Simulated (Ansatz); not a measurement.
Strength of the O–C bond: C3H7BO2 → BH(CH3)O + C2H3O

Species: C3H7BO2 `CBOC(C)=O`, singlet; BH(CH3)O, doublet; C2H3O (acetyl radical) `C[C]=O`, doublet. 

Shapes, held fixed at every level: PBE0-D4/def2-TZVP. Flexible molecules stand in one conformer, not always the lowest. Programs: Ansatz 0.2.0. The zero-point and thermal change to 298 K, harmonic and unscaled (PBE0-D4/def2-TZVP), is -17.5 kJ/mol.

```tsv
level	kind	ΔH(298 K) (kJ/mol)	less CCSD(T)/CBS estimate	CPU time (sum over the molecules)
SPW92/def2-TZVPP	LDA	+405.8	+32.5	13 s
r2SCAN0-D4/def2-TZVPP	global hybrid	+344.6	-28.7	50 s
wB97M-V/def2-TZVPP	range-separated hybrid	+365.3	-8.0	1.9 min
wB97X-V/def2-TZVPP	range-separated hybrid	+362.7	-10.6	83 s
CCSD/def2-SVP	coupled cluster or CI	+352.5	-20.8	–
CCSD/def2-TZVPP	coupled cluster or CI	+356.8	-16.5	–
CCSD(T)/CBS estimate	coupled cluster or CI	+373.3	0.0	45 min
```

The highest level, CCSD(T)/CBS estimate, gives ΔH(298 K) = +373.3 kJ/mol; the levels span +344.6 to +405.8. The column of differences is taken from that level and isn't an error. No measured value is set beside it here. Open shells run unrestricted unless RO is named. The CBS estimate extrapolates MP2 from def2-TZVPP and def2-QZVPP and adds CCSD(T) − MP2 in the triple-zeta set, cores frozen. Times are processor times on shared x86 and Arm servers, and rough.

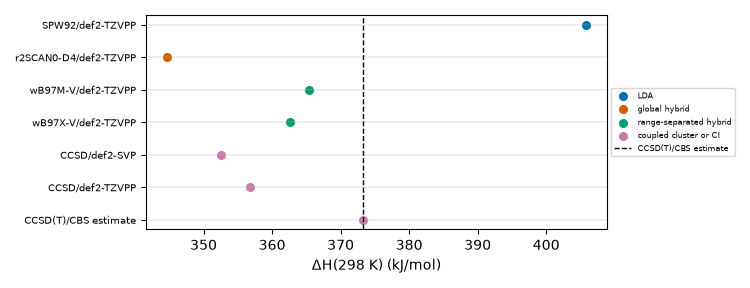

The values of the table, level by level.
